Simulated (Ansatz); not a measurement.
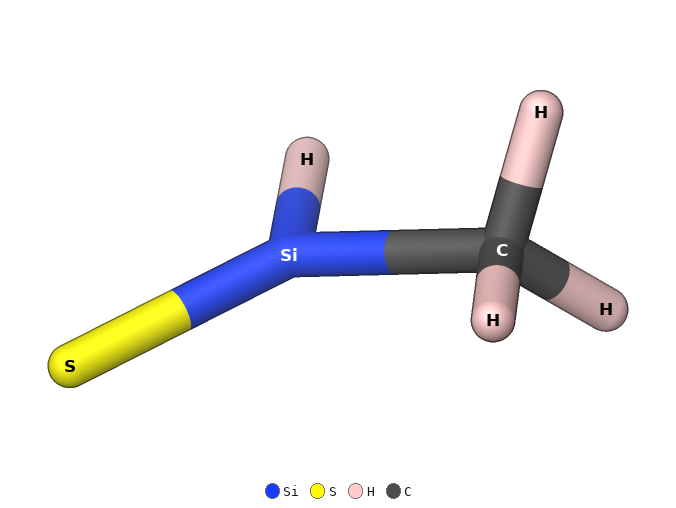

A stick model of a molecule.

**Which formula does it have?**

CH4SSi, 7 atoms: 1 carbon, 4 hydrogen, 1 sulfur and 1 silicon.

**Which point group does it belong to?**

Cs.

The parts below concern this one geometry. Atoms keep their numbers from picture to picture. Computed geometry: PBE0-D4/def2-TZVP optimisation.

**Charges**

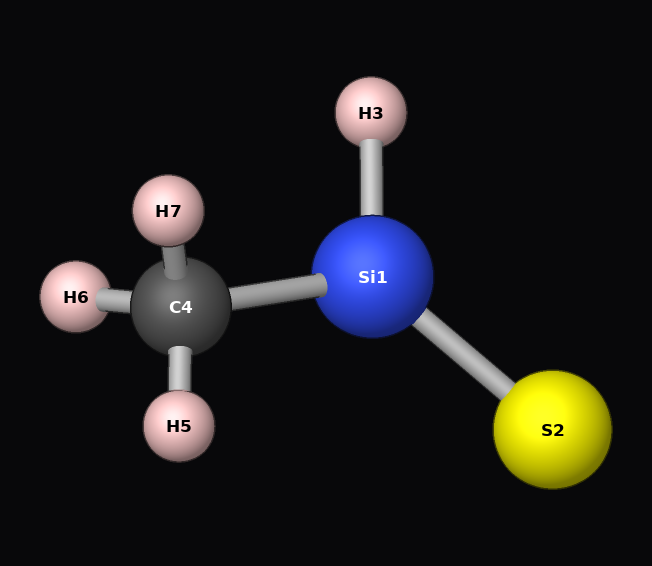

The questions are on Mulliken charges. Level of theory: RKS PBE0-D4/def2-TZVP (Ansatz 0.2.0).

Give the Mulliken charges atom by atom.

| atom | value (e) |
| --- | --- |
| Si1 | 0.34 |
| S2 | −0.34 |
| H3 | 0.00 |
| C4 | −0.47 |
| H5 | 0.17 |
| H6 | 0.15 |
| H7 | 0.15 |

**Dipole moment**

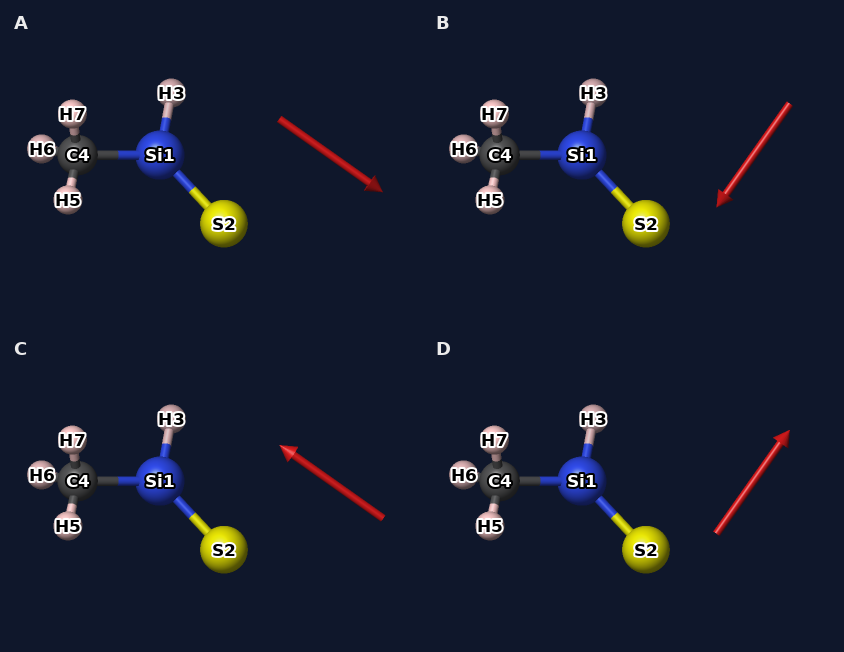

The same molecule four times, each with an arrow. Method: RKS PBE0-D4/def2-TZVP (Ansatz 0.2.0).

**Which arrow points along the dipole moment, from the negative to the positive end?**

C. The dipole moment is 3.69 D; it points from the side of S2 to the side of H6, H7 (the outermost atoms at the two ends).

**Vibrations**

Harmonic vibrations computed with RKS PBE0-D4/def2-TZVP (Ansatz 0.2.0) at a stationary point of the same level.

**How many vibrational modes are there, and where do they lie?**

15 modes: 97, 222, 464, 621, 717, 745, 803, 940, 1265, 1430, 1437, 2210, 3044, 3118, 3166 cm⁻¹.

**Thermal motion**

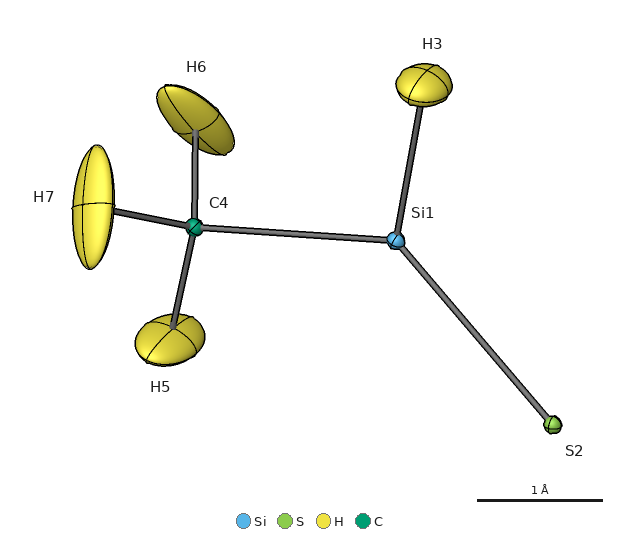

Displacement ellipsoids at the 50 % level, from the internal vibrations of the free molecule (harmonic, no overall translation or rotation; no half-axis is drawn under 0.075 Å). Vibrations computed with RKS PBE0-D4/def2-TZVP (Ansatz 0.2.0). Temperature: 100 K.

Give the displacement parameters, one line for each set of equivalent atoms.

| atom | U_eq (Å²) | rms amplitudes (Å) |
| --- | --- | --- |
| Si1 | 0.00082 | 0.021, 0.030, 0.034 |
| S2 | 0.00042 | 0.016, 0.017, 0.027 |
| H3 | 0.0193 | 0.092, 0.140, 0.173 |
| C4 | 0.0013 | 0.023, 0.032, 0.049 |
| H5 | 0.0330 | 0.077, 0.158, 0.261 |
| H6, H7 | 0.0442 | 0.078, 0.138, 0.328 |

Mulliken values depend strongly on the basis set and can even reverse the polarity of a bond.
